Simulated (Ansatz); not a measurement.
**C8H22N2Si: density, localisation and related maps**

| atom | x (Å) | y (Å) | z (Å) |
| --- | --- | --- | --- |
| Si | -0.3435 | 0.0123 | -0.2421 |
| N | -0.2830 | 0.0708 | 1.5165 |
| C | 0.3820 | -1.0045 | 2.2298 |
| C | -1.1465 | 0.9138 | 2.3302 |
| C | -2.5019 | 0.2951 | 2.7010 |
| H | 0.9705 | -0.6104 | 3.0924 |
| H | -0.3121 | -1.7811 | 2.6364 |
| H | 1.0953 | -1.5153 | 1.5506 |
| H | -0.5996 | 1.1823 | 3.2664 |
| H | -1.3191 | 1.8740 | 1.8003 |
| H | -3.0849 | 0.9705 | 3.3614 |
| H | -3.1099 | 0.0988 | 1.7931 |
| H | -2.3785 | -0.6688 | 3.2361 |
| N | 1.3259 | -0.1445 | -0.7803 |
| C | 2.3042 | 0.8242 | -0.3197 |
| C | 1.7341 | -0.9383 | -1.9303 |
| C | 1.6878 | -0.2057 | -3.2794 |
| H | 3.2792 | 0.3313 | -0.0904 |
| H | 2.5167 | 1.6428 | -1.0512 |
| H | 1.9449 | 1.2973 | 0.6175 |
| H | 2.7720 | -1.3115 | -1.7536 |
| H | 1.0970 | -1.8456 | -1.9885 |
| H | 2.0578 | -0.8536 | -4.1015 |
| H | 0.6504 | 0.1016 | -3.5288 |
| H | 2.3144 | 0.7097 | -3.2693 |
| C | -1.1791 | 1.6025 | -0.8344 |
| H | -2.2330 | 1.6877 | -0.4981 |
| H | -1.1798 | 1.6151 | -1.9440 |
| H | -0.6345 | 2.5065 | -0.4921 |
| C | -1.2947 | -1.4796 | -0.9107 |
| H | -2.3363 | -1.4395 | -0.5302 |
| H | -0.8519 | -2.4374 | -0.5679 |
| H | -1.3439 | -1.5005 | -2.0190 |

Geometry: PBE-D4/def2-SVP.

Level of theory: Ansatz 0.2.0, RKS PBE0-D4/def2-TZVP.

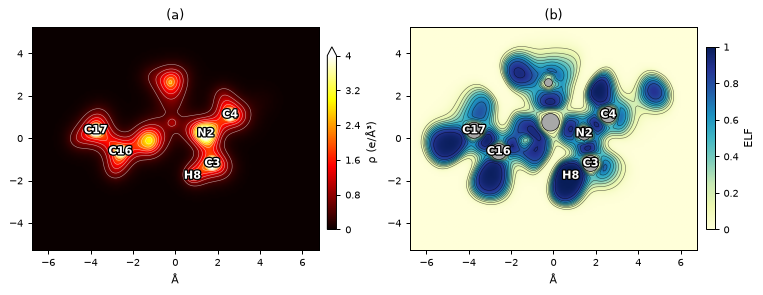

Figure 1. (a) total electron density; (b) ELF on the plane of atoms N2, C3 and H8. Grey discs cover the atomic cores in the ELF map.

> What does the map show?

Atoms in the plane: N, C and H.
C–N (1.45 Å): the density is about 1.9 e/Å³ at the midpoint; the ELF peaks at about 0.90 between the atoms; a shared electron pair.
C–C (1.54 Å): ρ at the midpoint is about 1.6 e/Å³; the ELF peaks at about 0.95 between the atoms; a shared electron pair.
C–H (1.11 Å): ρ is about 2 e/Å³ halfway; the ELF climbs to about 1 towards the hydrogen, as it does in any bond to H: a covalent bond by its length.

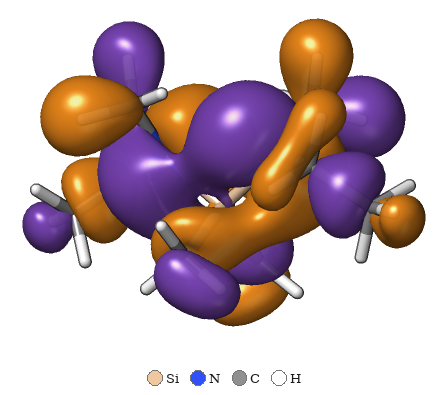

Figure 2. The HOMO at ±0.05 Å⁻³ᐟ² (orange and purple are the two phases), seen at a tilt.

> What is the character of this orbital?

By Hirshfeld shares it lies mainly on N2 (about 25 %), N14 (about 25 %) and Si1 (about 10 %). Its energy is −5.96 eV.

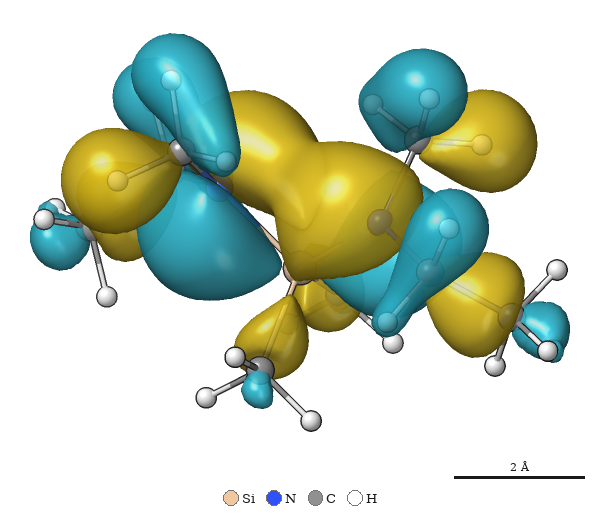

Figure 3. The HOMO−1 at ±0.06 Å⁻³ᐟ² (yellow and cyan are the two phases), seen at a tilt.

> Where does this orbital lie, and at what energy?

It lies mainly on N2 (about 25 %), N14 (about 25 %) and Si1 (about 10 %). Its energy is −6.06 eV.
